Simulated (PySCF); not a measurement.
System: C5H8NP.

The calculation's input:

```
{"job": {"kind": "nmr", "xc": "PBE0", "basis": "pcSseg-1"}, "charge": 0, "multiplicity": 1}
P      3.320792     1.641343    -0.034311
C      1.967939     0.908362    -0.304181
N      0.854403     0.289727    -0.605236
C      0.590885    -1.084888    -0.230869
C     -0.591768    -1.003867     0.749099
C     -1.271625     0.344108     0.438166
C     -0.424496     0.966234    -0.686115
H      0.306134    -1.641143    -1.132221
H      1.478390    -1.545896     0.201356
H     -1.269067    -1.845192     0.615790
H     -0.229630    -1.019146     1.776627
H     -2.305556     0.216529     0.123248
H     -1.262692     0.986637     1.317838
H     -0.297796     2.043968    -0.586136
H     -0.870327     0.751216    -1.664968
```

Run with:

```sh
OMP_NUM_THREADS=1 python probes_run.py task.json out
```

Geometry: GFN2-xTB.

Computed with PBE0/pcSseg-1, SCF density, gas phase, non-relativistic (PySCF 2.14.0).

What will maps of the electron density and electron localisation function show?

C–N (1.31 Å): ρ is about 2.5 e/Å³ halfway; the ELF peaks at about 0.90 between the atoms, as expected for localised, covalent bonding.
C–P (1.56 Å): ρ at the midpoint is about 1.4 e/Å³; the ELF peaks at about 0.85 between the atoms; localised, covalent bonding.
C–H (1.09 Å): the density is about 2 e/Å³ at the midpoint; the ELF climbs to about 1 towards the hydrogen, as it does in any bond to H: an ordinary covalent bond to hydrogen.
C–N (1.45 Å): ρ is about 1.9 e/Å³ halfway; the ELF peaks at about 0.95 between the atoms (a covalent bond).

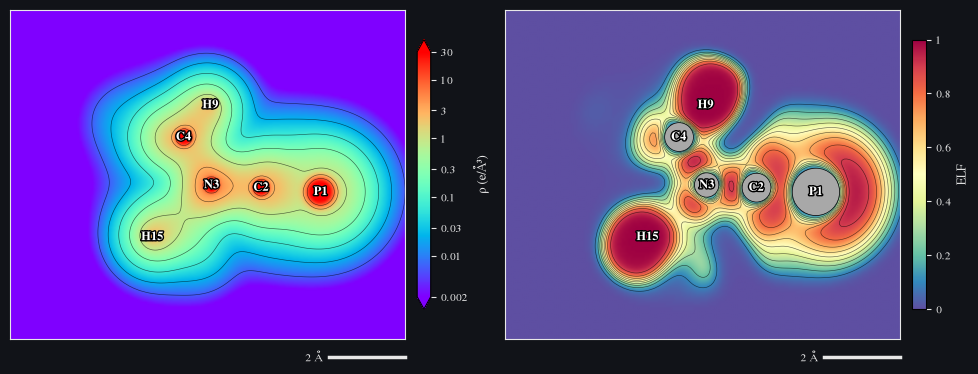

Computed electron density and electron localisation function on the plane of atoms C2, N3 and C4, in this order. Grey discs cover the atomic cores in the ELF map. 
